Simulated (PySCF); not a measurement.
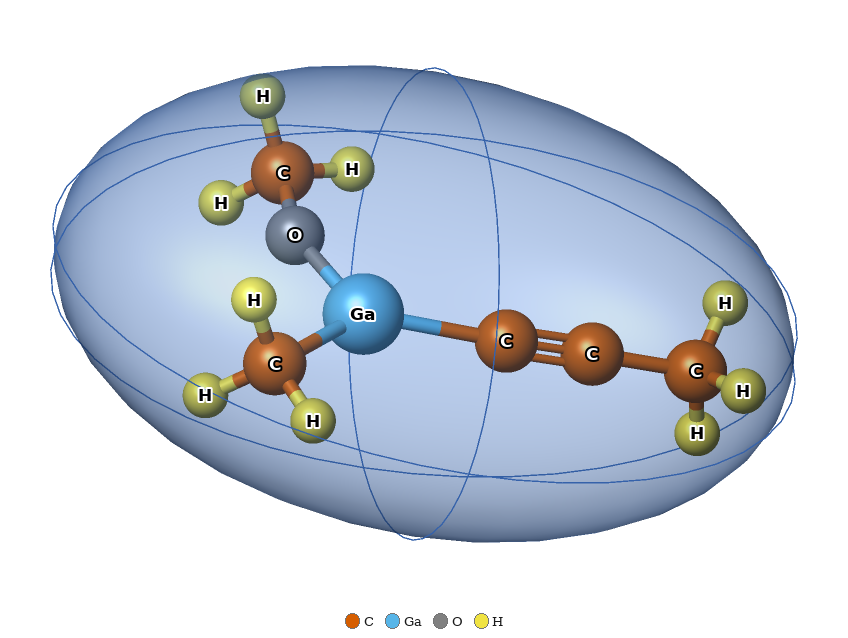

The ellipsoid shows the static dipole polarisability: its half-axes are proportional to the principal values. Computed geometry: GFN2-xTB optimisation. No frequency run is at hand to confirm it as a minimum. Level of theory: B3LYP/def2-SVPD (PySCF 2.14.0).

> How large and how anisotropic is the polarisability?

Principal values 67.9, 93.2, 127.8 bohr³; mean 96.3 bohr³ (14.27 Å³); anisotropy 52.0 bohr³, so the longest axis is 1.88 times the shortest.

The geometry is semi-empirical. Around Ga such bond lengths and angles can be off by a tenth of an ångström or more and by several degrees, and values that hang on the shape move with them.
